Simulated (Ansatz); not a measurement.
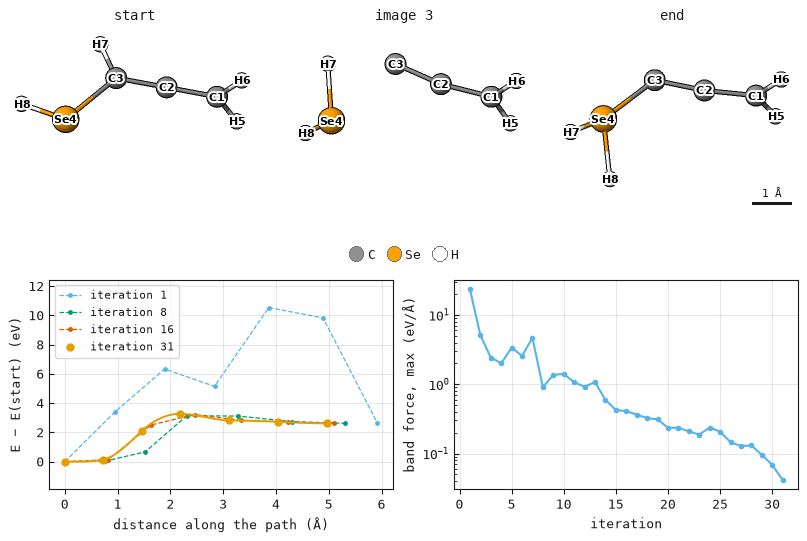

A nudged-elastic-band calculation for C$_{3}$H$_{4}$Se. Images are numbered from 0 (start) to 6 (end). The plot follows the band through its iterations. Style: ball-and-stick. Shown at a tilt.

Theory: Ansatz, UKS PBE/def2-SVP. Settings: 5 movable images; climbing image; force threshold 0.05 eV/Å; iteration limit 60; starting path through a guess of the saddle point.

Question: Judge this run.

Answer: The result is final at these settings. The band converged in 31 iterations. The largest component of the band force went from 24 to 0.042 eV/Å. The climbing image converged on the top of the path. Its vibrational analysis gives one imaginary mode (637i cm⁻¹), as a transition state must have. The first iteration put the highest image at 10.54 eV. Forward barrier 3.27 eV, backward barrier 0.65 eV, with image 3 at the top; the reaction energy is +2.62 eV.
